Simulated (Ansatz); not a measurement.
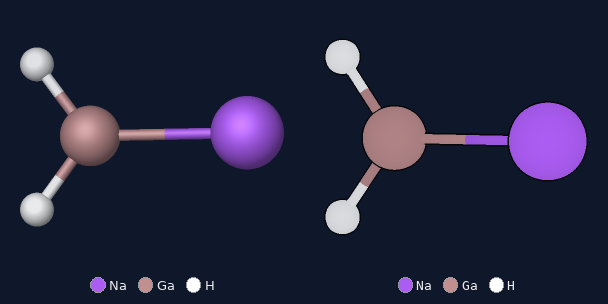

Both panels show the same species.

Computed geometry: PBE0-D4/def2-TZVP optimisation. No frequency run is at hand to confirm it as a minimum.

> Count the atoms of each element.

GaH₂Na, 4 atoms: 1 gallium, 2 hydrogen and 1 sodium.

> How many bonds of each kind are drawn?

2 Ga–H, 1 Ga–Na. Sticks follow a distance rule.

More results for the same structure follow; atom numbers are the same in all pictures, views and colours differ.

**Dipole moment**

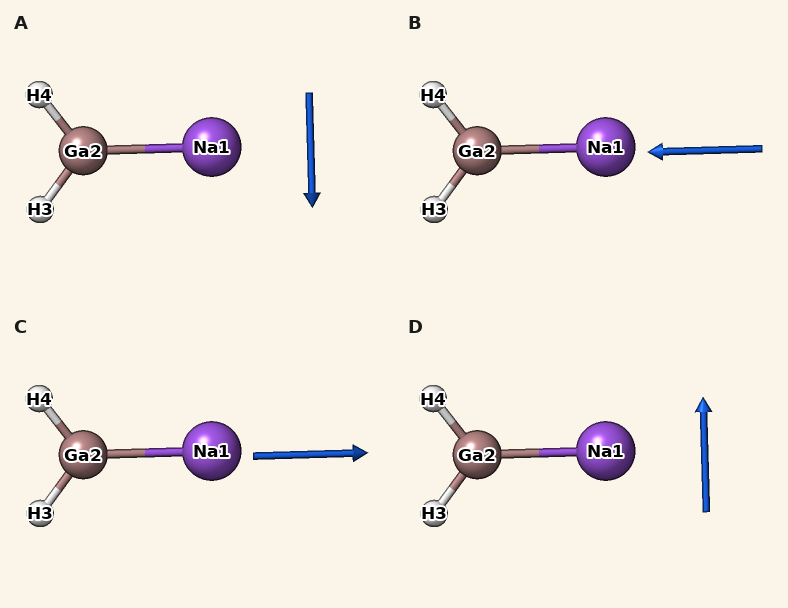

The same molecule four times, each with an arrow. No frequency run is at hand to confirm it as a minimum. Level of theory: RKS PBE0-D4/def2-TZVP (Ansatz 0.2.0).

> Which arrow points along the dipole moment, from the negative to the positive end?

C. The dipole moment is 7.00 D; it points from the side of H3, H4 to the side of Na1 (the outermost atoms at the two ends).

**Electronic properties**

No frequency run is at hand to confirm it as a minimum. Properties computed with RKS PBE0-D4/def2-TZVPP (Ansatz 0.2.0).

> What is the HOMO–LUMO gap?

3.31 eV.

> Estimate the HOMO energy (Kohn–Sham orbital).

−4.80 eV.

**Charges**

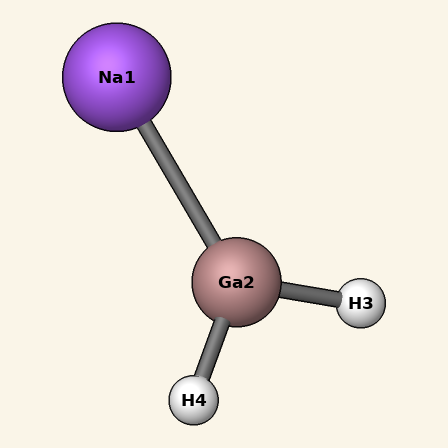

The questions are on Mulliken charges. No frequency run is at hand to confirm it as a minimum. Level of theory: RKS PBE0-D4/def2-TZVP (Ansatz 0.2.0).

Give the Mulliken charges atom by atom.

```tsv
atom	value (e)
Na1	0.33
Ga2	−0.08
H3	−0.13
H4	−0.13
```

Mulliken values depend strongly on the basis set and can even reverse the polarity of a bond.
